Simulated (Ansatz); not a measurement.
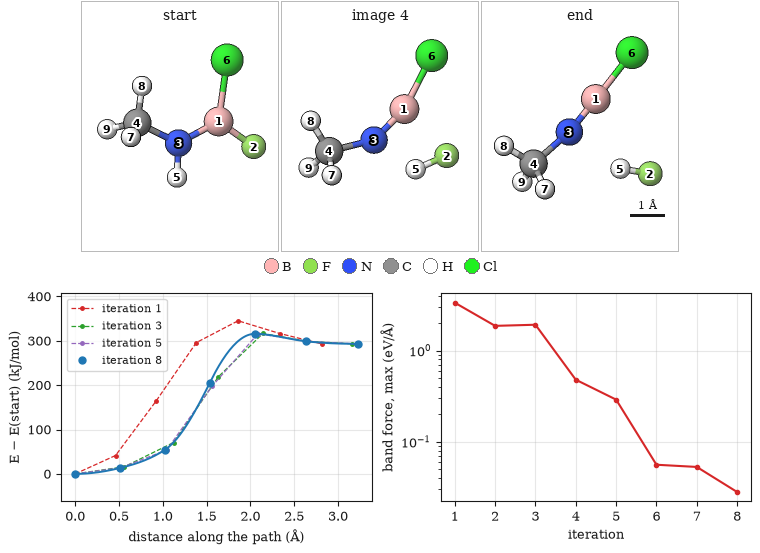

A search for the minimum-energy path of CH$_{4}$BClFN by the nudged elastic band. Images are numbered from 0 (start) to 6 (end). The plot follows the band through its iterations. A ball-and-stick model, seen at a tilt.

All numbers below come from Ansatz, RKS BLYP/6-31G. Run with 5 movable images; climbing image; force threshold 0.03 eV/Å; iteration limit 60; starting path through a guess of the saddle point.

> How did the profile develop, and is the result final?

The result is final at these settings. The band converged in 8 iterations. The largest component of the band force went from 3.3 to 0.028 eV/Å. The climbing image converged on the top of the path. Its vibrational analysis gives one imaginary mode (367i cm⁻¹), as a transition state must have. The first iteration put the highest image at 345.2 kJ/mol. The highest point, image 4, lies 315.7 kJ/mol above the start and 22.5 kJ/mol above the end; the end is at +293.2 kJ/mol relative to the start.
